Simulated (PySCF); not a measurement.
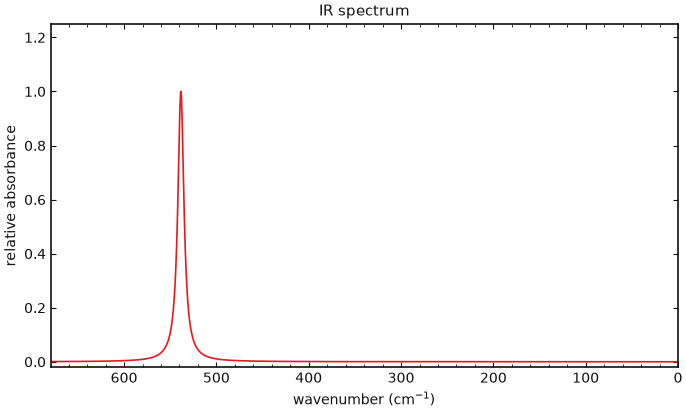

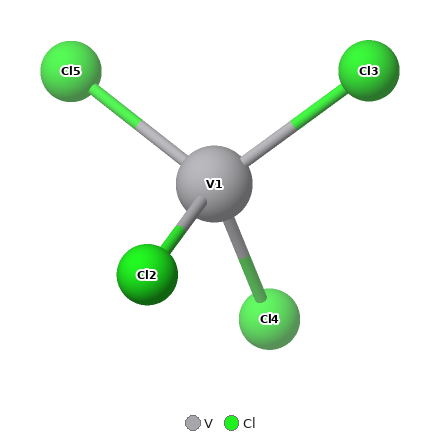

Infrared spectrum of VCl₄⁺, singlet (point group Td). Unscaled harmonic wavenumbers and double-harmonic intensities, PBE/def2-SVP with PySCF 2.14.0, isolated molecule. The structure is the lowest point that the starts tried gave, with the shape that electron-pair counting expects. Degenerate modes count as one line, with their intensities summed. Lorentzian lines of 8 cm⁻¹ full width. Close modes add up in the curve.

Question: Which modes are missing from the spectrum (below 0.05 km/mol)?

Answer: 140.7 cm⁻¹ (e), 159.7 cm⁻¹ (t2) and 405.1 cm⁻¹ (a1).

Question: List the modes.

Answer:
| cm⁻¹ | km/mol | symmetry |
| --- | --- | --- |
| 140.7 | 0.0 | e (×2) |
| 159.7 | 0.0 | t2 (×3) |
| 405.1 | 0.0 | a1 |
| 538.5 | 182.0 | t2 (×3) |

Known limits of this run: double-zeta basis on some or all atoms.
